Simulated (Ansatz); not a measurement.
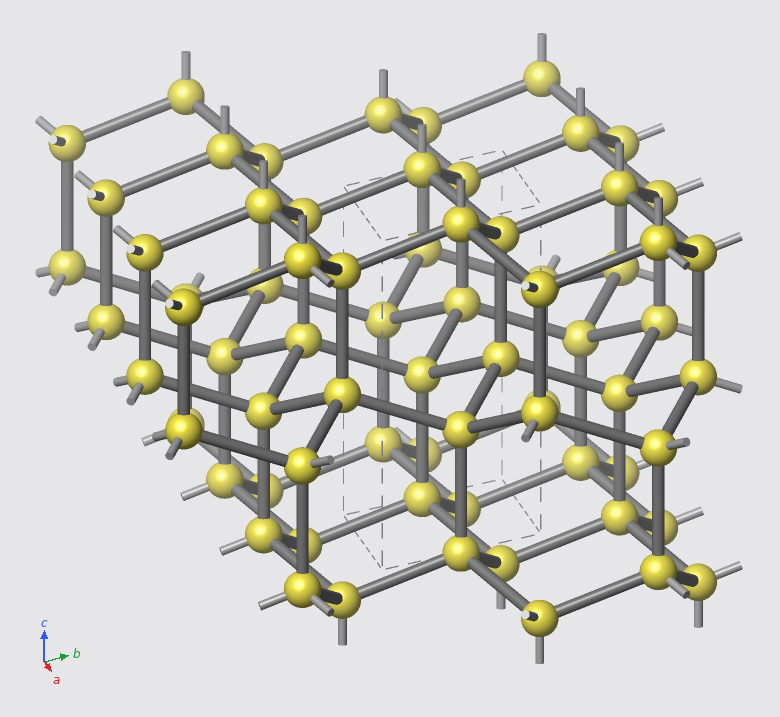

The picture shows a finite piece of the underlying net of a crystal structure, nodes on the atoms' positions. Nodes are coloured by topological kind. Short stubs are edges that leave the cut-out.

Q: Classify the net: periodicity, connectivity, name.

A: A uninodal 4-connected, three-periodic net. It is the lon net, known from lonsdaleite, wurtzite and tridymite.

Q: Give point symbol and coordination sequence.

A: 6⁶, sequence 4, 12, 25, 44, 67.

The net was derived as follows. CdSe (space group P6_3mc, No. 186): a calculation's input that goes back to an entry of the Crystallography Open Database (an earlier step may have relaxed or displaced it). Bonds are taken as Cd–Se below 3 Å; no other contact counts. Atoms with one bond or none are removed and atoms with two bonds are replaced by edges, until no such atom is left. Cd and Se are 4-connected nodes.
